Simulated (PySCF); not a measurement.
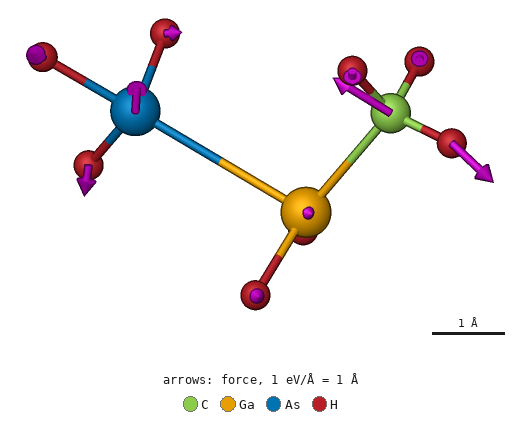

Starting geometry of CH8AsGa with the computed forces as purple arrows. The picture is a ball-and-stick view, seen at a tilt.

The start comes from GFN2-xTB. Its atoms were then displaced at random by about 0.01 Å.

Level of theory: PBE0-D3(BJ)/def2-SVP geometry optimisation, gas phase (PySCF 2.14.0, density-fitted response routines). 

Is this structure relaxed? If not, where do the atoms go?

Answer. It isn't relaxed: the largest force vector, on the C atom, is 0.98 eV/Å. The final displacements have little in common with the starting forces (cosine between the two patterns 0.16). The energy falls by 0.255 eV in 15 geometry steps. The atom that moves furthest after the best rigid fit is an H atom (0.79 Å). Largest moves by element: H 0.79 Å, As 0.37 Å, C 0.16 Å, Ga 0.07 Å. Among the contacts that change: As–Ga 2.800 → 2.675 Å, C–H 1.080 → 1.103 Å, C–H 1.113 → 1.101 Å, As–H 1.501 → 1.512 Å. Bond angles that change, for instance: Ga–As–H 161.0° → 120.8°, Ga–As–H 103.9° → 121.1°, Ga–As–H 104.1° → 119.3°. Groups turn about C–Ga by about 20°.
